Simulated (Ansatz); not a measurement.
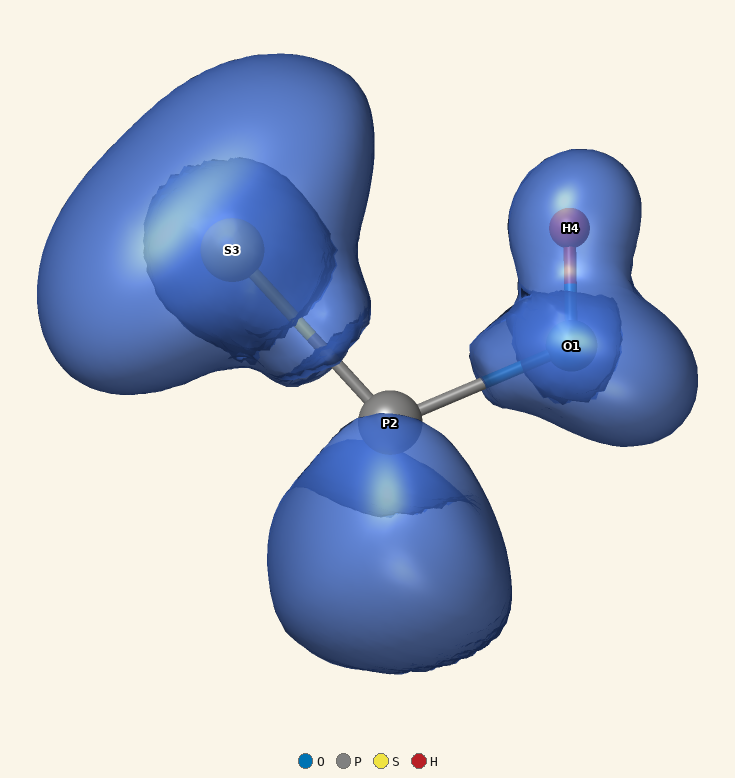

Figure. HOPS (SMILES OP=S). Isosurface of the electron localisation function at 0.75 (blue), seen across its widest extent. Only the valence region is drawn (cores and ρ < 0.01 e/Å³ removed).

Geometry: PBE0-D3(BJ)/def2-SVP.

All numbers below come from isolated molecule in a Gaussian basis; Kohn-Sham density functional theory, functional PBE0 (Ansatz).

Input file:

```
crystal:
  periodic: [false, false, false]
  atoms:
    - {symbol: O, position_ang: [-1.006304, 0.141639, -1.949230]}
    - {symbol: P, position_ang: [0.155409, -0.920827, -1.509474]}
    - {symbol: S, position_ang: [1.340956, -0.075671, -0.254238]}
    - {symbol: H, position_ang: [-0.907324, 1.005181, -1.512953]}
basis:
  gaussian:
    orbitals: def2-TZVPD
hamiltonian:
  xc: {name: PBE0}
output:
  forces: true
  orbitals: {seedname: orbitals}
```

Run with:

```sh
ansatz run input.yaml --threads 1 --pin off --max-ram 2610MiB --events-out events.jsonl --progress --plain --runs-dir runs
```

### Identify the bonds, lone pairs and shells in this picture.

The surface consists of one region on S in which the atom's valence shell and bonds are merged, one lobe on P, pointing away from the bonds (lone pairs) and one joined region spread over several atoms (H, O), in which their bonds and any lone pairs are merged. Along the contacts the grid gives the following. P–O (1.63 Å): the ELF peaks at about 0.85 between the atoms (a polar covalent bond). P–S (1.92 Å): the ELF peaks at about 0.85 between the atoms (localised, covalent bonding).
